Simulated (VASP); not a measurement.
## A VASP study of LiNbO3 (LDA): structure first, properties next

Aim: relax LiNbO3 with LDA, compute its properties on that cell and hold them against experiment. The steps: relaxing cell and atoms (LDA), second relaxation, single point with fields (LDA), bands along the symmetry lines (LDA), total and projected DOS (LDA), optical spectrum (LDA), band structure (LDA + SOC) and bands along the symmetry lines (TB-mBJ). The start is a cell from a database of measured crystal structures.

Calculated with VASP 6.6.1; LDA; plane waves and PAW (Li_sv, Nb_sv, O), in the first sound run; inputs show where later runs differ.

**Measured values to reproduce.**

For LiNbO3, ferroelectric R3c (earlier Czochralski-grown crystal), “Crystallographic and optical study of LiNb1 − xTaxO3” (2017, pmc:5642313) quotes earlier work: lattice constant a (a, hexagonal setting) 5.14829 ± 2e-05 Å [literature value from Abrahams et al.]; lattice constant c (c, hexagonal setting) 13.8631 ± 0.0004 Å [literature value from Abrahams et al.].

This is a report of a sequence of runs, with most program output left out.

**1. Set-up**

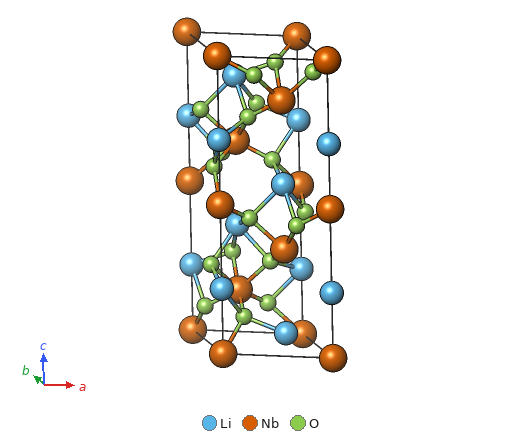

The cell as given, slightly off an axis (lithium blue, niobium orange, oxygen green). This picture shows the conventional cell, with its axes. Bonds to atoms that aren't drawn are left out. Some periodic images of atoms are drawn too.

**2. Relaxing cell and atoms (LDA)**

The start need not lie at this functional's minimum. ISIF = 3 frees volume, shape and positions, and EDIFFG sets the threshold on forces and stress at which the search stops. LDA, the lowest rung, knows the local density alone.

The input, INCAR:

```
SYSTEM = LiNbO3
PREC = Accurate
ENCUT = 650
EDIFF = 1E-06
NELM = 100
ISMEAR = 0
SIGMA = 0.05
LREAL = .FALSE.
ALGO = Normal
GGA = CA
NBANDS = 44
LASPH = .TRUE.
LORBIT = 11
LWAVE = .FALSE.
LCHARG = .FALSE.
KPAR = 8
IBRION = 2
NSW = 60
ISIF = 3
EDIFFG = -0.01
```

The input, POSCAR:

```
LiNbO3
1.0
    2.5758000000      1.4871388234      4.6230000000
   -2.5758000000      1.4871388234      4.6230000000
    0.0000000000     -2.9742776468      4.6230000000
Li Nb O
2 2 6
Direct
    0.2815000000      0.2815000000      0.2815000000
    0.7815000000      0.7815000000      0.7815000000
    0.0000550000      0.0000550000      0.0000550000
    0.5000550000      0.5000550000      0.5000550000
    0.1123100000      0.3583600000      0.7195900000
    0.7195900000      0.1123100000      0.3583600000
    0.3583600000      0.7195900000      0.1123100000
    0.2195900000      0.8583600000      0.6123100000
    0.8583600000      0.6123100000      0.2195900000
    0.6123100000      0.2195900000      0.8583600000
```

The input, KPOINTS:

```
Automatic mesh
0
Gamma
5 5 5
0 0 0
```

PAW data sets: Li_sv, Nb_sv and O (LDA family, release 64).

Launch:

```bash
$ mpirun -np 8 vasp_std
```

It took 5.6 min on 8 MPI ranks of Intel Xeon Platinum 8259CL at 2.50GHz (Skylake/Cascade Lake), shared host; peak memory 2.9 GiB; 40 min of CPU time.

The gap is read on the k-mesh alone, so it is an upper bound where the band edges lie off the mesh. The run keeps the 6 symmetry operations of its start, so it cannot find a distortion of lower symmetry.

The steps of the relaxation:

```
step  energy less that of the first step (eV)  largest force (eV/Å)  pressure (GPa)  volume (Å³)
   1                                   0.0000                0.2325           -5.94       106.25
   2                                  -0.0018                0.7325            7.06       100.31
   3                                  -0.0602                0.4237            0.24       103.20
   4                                  -0.0867                0.1506            0.18       102.13
   5                                  -0.0867                0.1529            0.19       102.08
   6                                  -0.0919                0.1031           -0.44       102.16
   7                                  -0.0947                0.0695           -1.41       102.27
   8                                  -0.0971                0.0430           -1.06       102.03
   9                                  -0.0995                0.0384           -0.31       101.57
  10                                  -0.0996                0.0555           -0.11       101.45
  11                                  -0.1000                0.0452           -0.07       101.39
  12                                  -0.1006                0.0156            0.07       101.21
  13                                  -0.1006                0.0133            0.12       101.16
  14                                  -0.1007                0.0143           -0.01       101.21
  15                                  -0.1007                0.0148           -0.06       101.23
  16                                  -0.1007                0.0080           -0.04       101.22
```

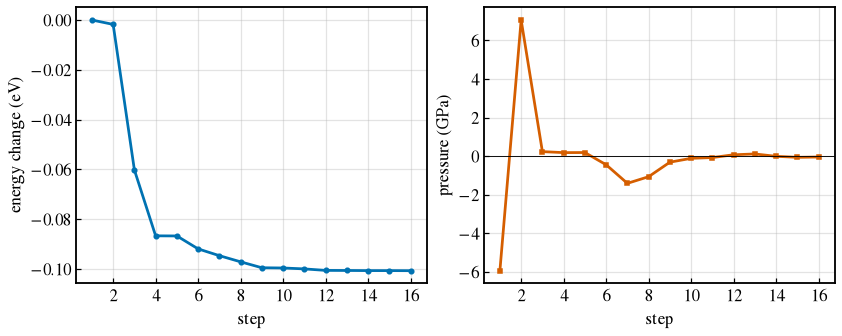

Energy and pressure along the relaxation.

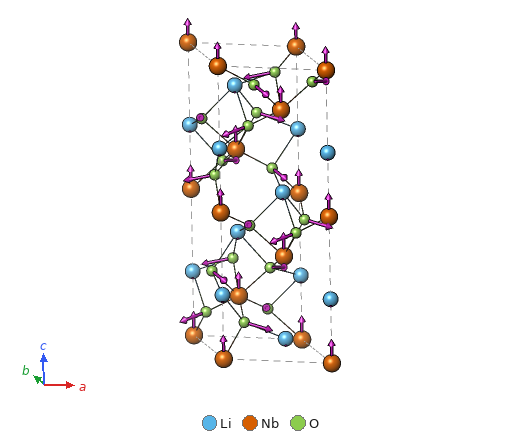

Displacements in the relaxation, exaggerated, measured against the changing cell; the longest in the cell stands for 0.04 Å. Bonds to atoms that aren't drawn are left out. Some periodic images of atoms are drawn too.

```
conventional cell, symmetrised  before   after  change
                         a (Å)   5.152   5.064  -1.7 %
                         b (Å)   5.152   5.064  -1.7 %
                         c (Å)  13.869  13.675  -1.4 %
              volume (Å³/atom)   10.63   10.12  -4.7 %
```

The atoms that moved most (Å, as changes of fractional coordinates times the final cell):

```
atom      dx      dy      dz  length
 O10  -0.012  -0.037   0.007   0.040
  O6   0.012  -0.037   0.007   0.040
  O8  -0.026   0.029   0.007   0.040
  O7   0.026   0.029   0.007   0.040
  O9   0.038   0.008   0.007   0.040
  O5  -0.038   0.008   0.007   0.040
 Nb4   0.000   0.000  -0.025   0.025
 Nb3   0.000   0.000  -0.025   0.025
```

Final coordinates:

```xyz
10
Lattice="2.5319 1.4618 4.5584 -2.5319 1.4618 4.5584 0.0000 -2.9235 4.5584" Properties=species:S:1:pos:R:3 pbc="T T T"
Li    0.0000    0.0000    3.8526
Li    0.0000    0.0000   10.6903
Nb    0.0000    0.0000   -0.0244
Nb    0.0000    0.0000    6.8133
O    -0.6612   -1.4075    5.4331
O     1.5496    0.1311    5.4331
O    -0.8883    1.2764    5.4331
O    -1.6435   -0.1854    7.7123
O     0.6612    1.5160    7.7123
O     0.9823   -1.3306    7.7123
```

Numbers from this step:

```yaml
electrons: 68
bands: 44
irreducible_k_points: 19
symmetry_operations: 6
free_energy_toten: -87.6520 eV
fermi_energy: 4.045 eV
pressure: -0.04339 GPa
metallic: no
valence_top_at_k: 0.2, 0.2, 0.2
conduction_bottom_at_k: -0.4, 0.4, 0
least_direct_gap_at_k: 0, 0, 0
scf_cycles_over_all_ionic_steps: 113
gap_on_the_k_mesh: 3.459 eV
least_direct_gap_on_the_k_mesh: 3.483 eV
```

It ends with a largest force of 0.008 eV/Å and a pressure of -0.04 GPa. The volume lies -4.7 % from that of the database's start, which holds the thermal and zero-point expansion of its experiment. LDA is known to overbind.

**3. Second relaxation**

A relaxation keeps the plane waves of the cell it began with, so it is repeated from the new cell, on a basis made for it. The mesh changes with the cell too.

INCAR is that of step 2.

The input, POSCAR:

```
LiNbO3
1.0
    2.5318544503      1.4617668484      4.5584486399
   -2.5318544503      1.4617668484      4.5584486399
    0.0000000000     -2.9235336969      4.5584486399
Li Nb O
2 2 6
Direct
    0.2817193126      0.2817193126      0.2817193126
    0.7817193126      0.7817193126      0.7817193126
    0.9982165085      0.9982165085      0.9982165085
    0.4982165085      0.4982165085      0.4982165085
    0.1062264688      0.3673936902      0.7182590200
    0.7182590200      0.1062264688      0.3673936902
    0.3673936902      0.7182590200      0.1062264688
    0.2182590200      0.8673936902      0.6062264688
    0.8673936902      0.6062264688      0.2182590200
    0.6062264688      0.2182590200      0.8673936902
```

The input, KPOINTS:

```
Automatic mesh
0
Gamma
6 6 6
0 0 0
```

Launch:

```bash
$ mpirun -np 8 vasp_std
```

It took 49 s on 8 MPI ranks; peak memory 2.9 GiB; 5.7 min of CPU time.

Little changed from the start: no atom moved by 0.005 Å and no cell edge by 0.1 %.

Numbers from this step:

| Property | Result |
| --- | --- |
| irreducible k-points | 32 |
| free energy (TOTEN) | -87.6343 eV |
| Fermi energy | 4.040 eV |
| pressure | -0.04998 GPa |
| valence top at k | 0.1667, 0.1667, 0.1667 |
| conduction bottom at k | 0, 0, 0 |
| SCF cycles over all ionic steps | 15 |

It ends with a largest force of 0.010 eV/Å and a pressure of -0.05 GPa. The volume moved by under 0.01 %: the run met its threshold at the first step.

**4. Single point with fields (LDA)**

A single point on the relaxed cell gives a clean self-consistent state, with density, ELF and potential written out.

Changes to INCAR since step 3:

```diff
@@ -14,7 +14,5 @@
 LWAVE = .FALSE.
-LCHARG = .FALSE.
-KPAR = 8
-IBRION = 2
-NSW = 60
-ISIF = 3
-EDIFFG = -0.01
+LCHARG = .TRUE.
+ISIF = 2
+LELF = .TRUE.
+LVHAR = .TRUE.
```

POSCAR is that of step 3.

KPOINTS is that of step 3.

Launch:

```bash
$ mpirun -np 8 vasp_std
```

Wall time 62 s (8 MPI ranks); peak memory 1.4 GiB.

Numbers from this step:

| Property | Result |
| --- | --- |
| SCF cycles | 14 |
| bands | 48 |
| Fermi energy | 4.090 eV |
| pressure | -0.03549 GPa |

Valence electrons inside each PAW sphere by angular momentum. Sphere charges, by row:

```
atom  s (e)  p (e)  d (e)  tot (e)
 Li1  2.018  0.075      0    2.093
 Li2  2.018  0.075      0    2.093
 Nb3  2.226  6.159  2.126    10.51
 Nb4  2.226  6.159  2.126    10.51
  O5  1.556  3.506      0    5.063
  O6  1.556  3.506      0    5.063
  O7  1.556  3.506      0    5.063
  O8  1.556  3.506      0    5.063
  O9  1.556  3.506      0    5.063
 O10  1.556  3.506      0    5.063
```

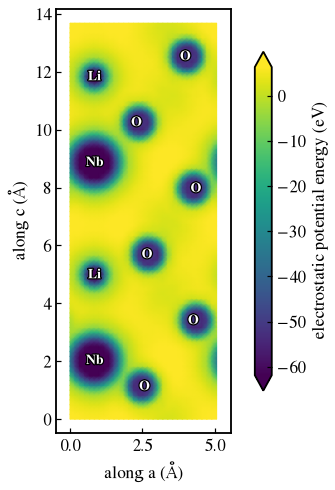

Electrostatic potential energy in the ac plane of the conventional cell at fractional y = 0.000, with atoms of Li and Nb and O within 0.2 Å of it. With pseudopotentials it is smooth inside the atoms' cores, unlike the true potential. The map starts off the cell's origin, so that atoms lie inside it.

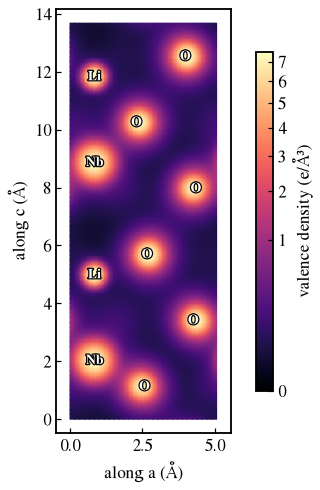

Valence density in the ac plane of the conventional cell at fractional y = 0.000, with atoms of Li and Nb and O within 0.2 Å of it. It is the smooth field of the valence electrons, not physical close to the nuclei. The map starts off the cell's origin, so that atoms lie inside it. The colour scale is stretched toward low values.

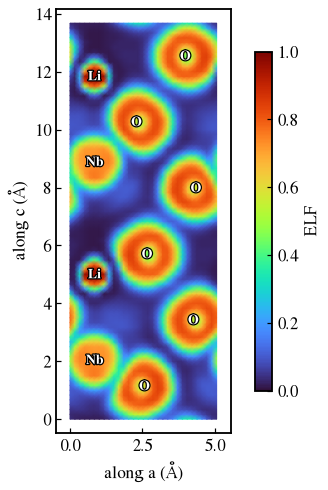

ELF in the ac plane of the conventional cell at fractional y = 0.000, with atoms of Li and Nb and O within 0.2 Å of it. It is the smooth field of the valence electrons, not physical close to the nuclei. The map starts off the cell's origin, so that atoms lie inside it.

In this run the pressure is -0.04 GPa, small enough to go on.

**5. Bands along the symmetry lines (LDA)**

Levels along the symmetry lines show where the bands peak and cross; KPOINTS_OPT computes them in the converged potential.

The input, INCAR:

```
SYSTEM = LiNbO3
PREC = Accurate
ENCUT = 650
EDIFF = 1E-06
NELM = 100
ISMEAR = 0
SIGMA = 0.05
LREAL = .FALSE.
ALGO = Normal
GGA = CA
NBANDS = 58
LASPH = .TRUE.
LORBIT = 11
LWAVE = .FALSE.
LCHARG = .FALSE.
KPAR = 8
```

POSCAR is that of step 4.

KPOINTS is that of step 4.

The input, KPOINTS_OPT:

```
Line mode
12
Line-mode
Reciprocal
  0.00000000   0.00000000   0.00000000 GAMMA
  0.50000000   0.00000000   0.00000000 L

  0.50000000   0.00000000   0.00000000 L
  0.50000000   0.23522035  -0.23522035 B1

  0.76477965   0.50000000   0.23522035 B
  0.50000000   0.50000000   0.50000000 Z

  0.50000000   0.50000000   0.50000000 Z
  0.00000000   0.00000000   0.00000000 GAMMA

  0.00000000   0.00000000   0.00000000 GAMMA
  0.36761018   0.00000000  -0.36761018 X

  0.63238982   0.36761018   0.00000000 Q
  0.50000000   0.50000000   0.00000000 F

  0.50000000   0.50000000   0.00000000 F
  0.63238982   0.63238982   0.23522035 P1

  0.63238982   0.63238982   0.23522035 P1
  0.50000000   0.50000000   0.50000000 Z

  0.50000000   0.00000000   0.00000000 L
  0.76477965   0.36761018   0.36761018 P
```

Launch:

```bash
$ mpirun -np 8 vasp_std
```

Elapsed: 2.8 min, on 8 MPI ranks; peak memory 4.1 GiB.

Spin-orbit coupling is off here; it would split degenerate levels.

This step gave:

```
bands                             : 58
Fermi energy                      : 4.025 eV
pressure                          : -0.05111 GPa
least gap on mesh and path        : 3.455 eV
least direct gap on mesh and path : 3.482 eV
conduction bottom at k            : 0.5963, 0.4037, 0
```

Electronic bands along the path, in eV, zero at the valence-band top; v1 is the highest filled band, c1 the lowest empty one:

```
    point     v4     v3     v2     v1    c1    c2    c3    c4
        Γ  -0.62  -0.51  -0.02  -0.02  3.46  3.46  3.88  5.16
        L  -0.30  -0.30  -0.19  -0.19  3.92  3.92  4.75  4.75
       B1  -0.59  -0.59  -0.27  -0.27  3.86  3.86  4.73  4.73
jump to B  -0.59  -0.59  -0.27  -0.27  3.86  3.86  4.73  4.73
        Z  -0.30  -0.30  -0.30  -0.30  4.68  4.68  4.90  4.90
        Γ  -0.62  -0.51  -0.02  -0.02  3.46  3.46  3.88  5.16
        X  -0.71  -0.48  -0.41  -0.11  3.48  4.04  4.69  4.74
jump to Q  -0.71  -0.48  -0.41  -0.11  3.48  4.04  4.69  4.74
        F  -0.68  -0.67  -0.43  -0.24  3.53  4.05  4.56  4.66
       P1  -0.78  -0.61  -0.52  -0.12  3.87  4.03  4.62  4.84
        Z  -0.30  -0.30  -0.30  -0.30  4.68  4.68  4.90  4.90
jump to L  -0.30  -0.30  -0.19  -0.19  3.92  3.92  4.75  4.75
        P  -0.78  -0.61  -0.52  -0.12  3.87  4.03  4.62  4.84
```

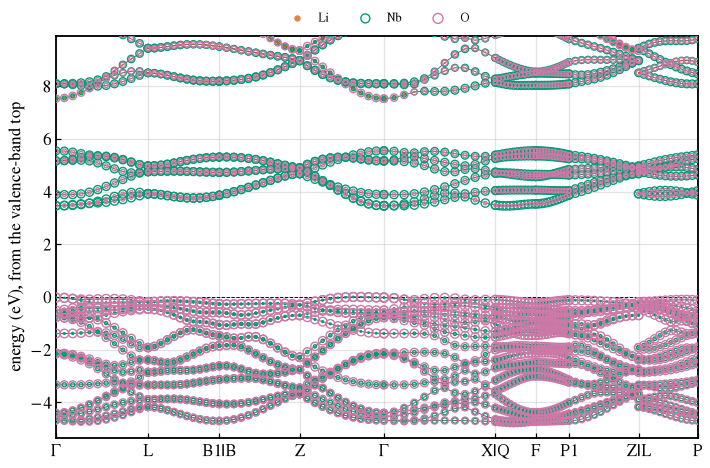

Electronic bands along the path; dots are coloured as in the legend, and their area grows with the weight.

The path finds the gap of the mesh within 0.02 eV, so the mesh comes close to both band edges.

**6. Total and projected DOS (LDA)**

Here the states are counted by energy and projected on the atoms. The mesh is finer than in the run before.

Changes to INCAR since step 5:

```diff
@@ -5,3 +5,3 @@
 NELM = 100
-ISMEAR = 0
+ISMEAR = -5
 SIGMA = 0.05
@@ -16 +16,2 @@
 KPAR = 8
+NEDOS = 2001
```

POSCAR is that of step 5.

The input, KPOINTS:

```
Automatic mesh
0
Gamma
8 8 8
0 0 0
```

Launch:

```bash
$ mpirun -np 8 vasp_std
```

Elapsed: 1.8 min, on 8 MPI ranks; peak memory 4.3 GiB; 13 min of CPU time.

Numbers from this step:

```yaml
irreducible_k_points: 65
free_energy_toten: -87.6342 eV
fermi_energy: 3.759 eV
pressure: -0.05210 GPa
valence_top_at_k: 0.125, 0.125, 0.125
conduction_bottom_at_k: 0.125, 0.125, 0
gap_on_the_k_mesh: 3.460 eV
least_direct_gap_on_the_k_mesh: 3.482 eV
```

The density of states has structure finer than the step of the table below, so its rows give means over 1 eV, whole bins alone (the curve runs from -12.0 to 7.93 eV). Peaks (eV: height): total -4.7: 13.0, -0.4: 14.2, -0.1: 14.8, 4.8: 13.5; O p -4.7: 6.25, -1.5: 6.08, -0.4: 10.0, -0.1: 10.8; Nb d 3.9: 6.13, 4.7: 5.48, 4.8: 8.44, 5.2: 6.55; Nb p -2.2: 0.176, -1.5: 0.195, -1.1: 0.187, -0.7: 0.223; Nb s -4.7: 0.178, -3.9: 0.150, -3.5: 0.123, -3.3: 0.185.

States under -12.0 eV and over 7.9 eV are left out. Table of density of states by energy, zero at the valence-band top; means over each step; values in states/eV/cell:

```
energy (eV)   total     O p    Nb d    Nb p    Nb s      O s     Li p
         -6       0       0       0       0       0        0        0
         -5    2.47    1.17   0.648  0.0107  0.0321  0.00273  0.00577
         -4    6.50    3.06    1.21  0.0644   0.121   0.0276   0.0235
         -3    6.40    3.29   0.928   0.120   0.102   0.0505   0.0301
         -2    5.35    3.05   0.502   0.127  0.0536   0.0458   0.0225
         -1    9.61    6.31   0.441   0.168  0.0539   0.0406   0.0408
          0    5.69    4.08   0.109  0.0649  0.0126  0.00824   0.0167
          1       0       0       0       0       0        0        0
          2       0       0       0       0       0        0        0
          3   0.118  0.0121  0.0815  4.2e-4  9.4e-5   3.9e-4   2.2e-4
          4    4.57   0.655    2.99  0.0188  0.0144   0.0181  0.00869
          5    7.06    1.40    4.48  0.0291  0.0165   0.0300   0.0204
          6   0.255  0.0510   0.166  8.8e-4  2.7e-4   9.8e-4   6.2e-4
          7  6.2e-5       0       0       0  2.5e-6   1.2e-5        0
```

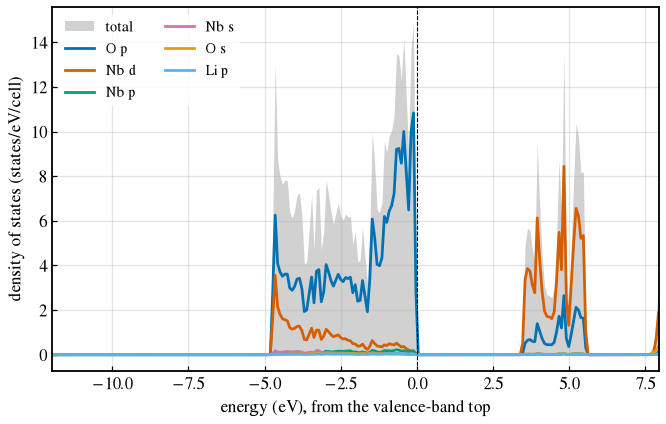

Density of states against energy.

The gap on this mesh is 3.46 eV. In the top eV of the valence band the largest shares in the PAW spheres are O p 70 %. The rest lies in smaller channels or between the spheres.

**7. Optical spectrum (LDA)**

LOPTICS sums transitions from filled to empty bands. NBANDS is raised for it.

The input, INCAR:

```
SYSTEM = LiNbO3
PREC = Accurate
ENCUT = 650
EDIFF = 1E-06
NELM = 100
ISMEAR = 0
SIGMA = 0.05
LREAL = .FALSE.
ALGO = Normal
GGA = CA
NBANDS = 114
LASPH = .TRUE.
LORBIT = 11
LWAVE = .FALSE.
LCHARG = .FALSE.
KPAR = 8
LOPTICS = .TRUE.
NEDOS = 1500
CSHIFT = 0.1
```

POSCAR is that of step 6.

KPOINTS is that of step 6.

Launch:

```bash
$ mpirun -np 8 vasp_std
```

It took 3.6 min on 8 MPI ranks; peak memory 11 GiB; 26 min of CPU time.

These are independent-particle spectra without excitons or local fields, and fine structure depends on the mesh and on CSHIFT.

This step gave:

```yaml
bands: 114
fermi_energy: 3.994 eV
pressure: -0.06115 GPa
gap_on_the_k_mesh: 3.461 eV
least_direct_gap_on_the_k_mesh: 3.484 eV
```

The imaginary dielectric function has structure finer than the step of the table below, so its rows give means over 1 eV, whole bins alone (the curve runs from 0 to 25.0 eV). Peaks (eV: height): xx 5.1: 10.8, 8.8: 6.15; zz 4.2: 9.93, 5.3: 9.04, 8.6: 5.70.

The imaginary dielectric function by photon energy; means over each step:

```
photon energy (eV)      xx      zz
                 1  0.0336  0.0309
                 2  0.0933  0.0856
                 3   0.377   0.323
                 4    6.08    6.07
                 5    9.73    8.25
                 6    5.83    5.26
                 7    2.23    2.02
                 8    2.90    2.88
                 9    5.49    5.16
                10    3.66    3.76
                11    3.12    2.62
                12    2.45    2.19
                13    2.09    1.99
                14    1.90    1.93
                15    1.66    1.52
                16    1.47    1.32
                17    1.52    1.78
                18    1.48    1.65
                19    1.49    1.66
                20    1.70    1.79
                21    1.32    1.53
                22   0.953   0.956
                23   0.807   0.647
                24   0.708   0.594
```

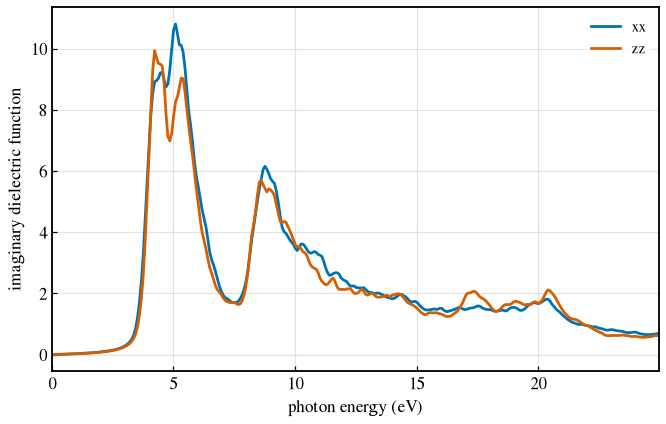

Imaginary dielectric function, plotted against photon energy.

Real dielectric function against photon energy:

```
photon energy (eV)      xx      zz
                 0    6.17    5.84
                 1    6.33    5.98
                 2    6.90    6.51
                 3    8.50    7.97
                 4    12.2    12.5
                 5    5.38    4.97
                 6  -0.661  -0.626
                 7   0.909    1.36
                 8    4.17    4.43
                 9    1.31    1.56
                10   0.402   0.209
                11   0.145  0.0335
                12   0.114   0.484
                13   0.249   0.581
                14   0.421   0.640
                15   0.268   0.387
                16   0.511   0.756
                17   0.614    1.26
                18   0.537   0.424
                19   0.572   0.689
                20   0.432   0.515
                21  -0.120  -0.302
                22   0.101  -0.104
                23   0.225   0.178
                24   0.288   0.343
```

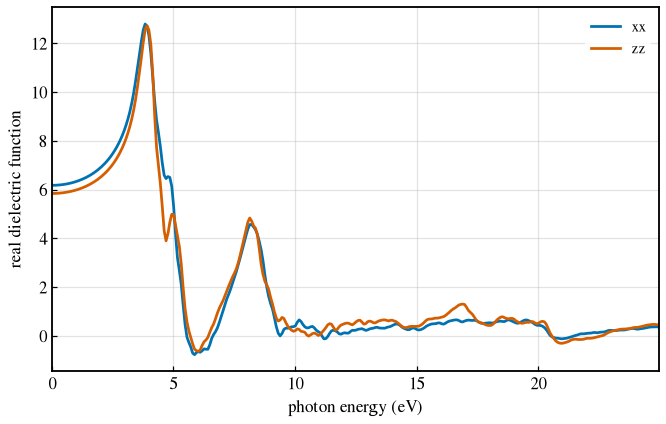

Real dielectric function, plotted against photon energy.

The mean of ε2 over directions passes 5 % of its top at 3.36 eV, against a least direct gap of 3.48 eV on this mesh; what lies under the gap is the tail of the broadening by CSHIFT.

[end of part 1 of 2]

[Lines on the potential files, build, host, timing and source positions are cut from VASP's logs without a mark.]

[Logs are printed without paths, hosts, clocks, repeated set-up lines and the standing remarks that a program may print on its own settings, such as how far it seeks lower states.]

[Hosts, paths, dates, database ids (printed as entryN), source tags and the programs' standing remarks are cut or masked in the printed files.]

[A measured line is paired with the nearest computed mode of its activity, which favours agreement.]
